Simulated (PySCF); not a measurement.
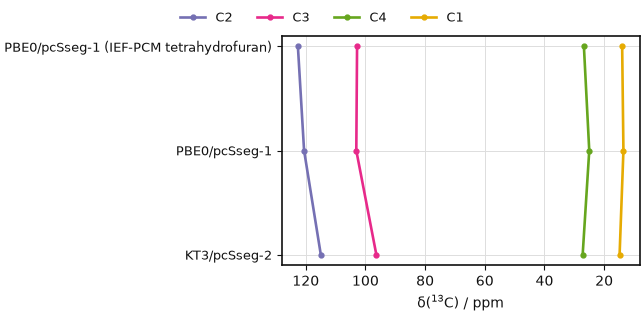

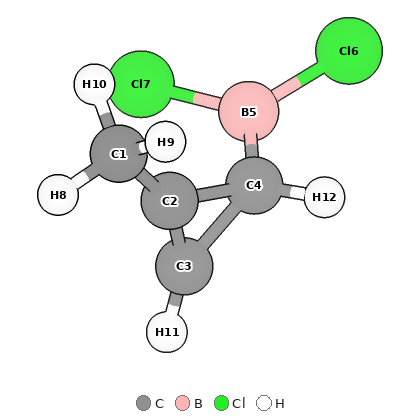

GIAO ¹³C shifts of C₄H₅BCl₂, SMILES CC1=C[C@H]1B(Cl)Cl at several levels, one geometry, PySCF, at a PBE0-D3(BJ)/def2-SVP geometry (no frequency check); values of one conformer, averaged over nuclei that symmetry or rotation about single bonds exchange, these motions taken as fast; other conformers aren't averaged in; each against TMS at the same level.

**How much does each signal move over these levels?**

```csv
atoms,lowest,highest,spread (ppm)
C2,114.9,122.6,7.7
C3,96.3,103.1,6.7
C4,25.0,27.2,2.2
C1,13.5,14.8,1.3
```

**Do all levels give the signals in the same order?**

Yes, the order of the signals is the same at every level.
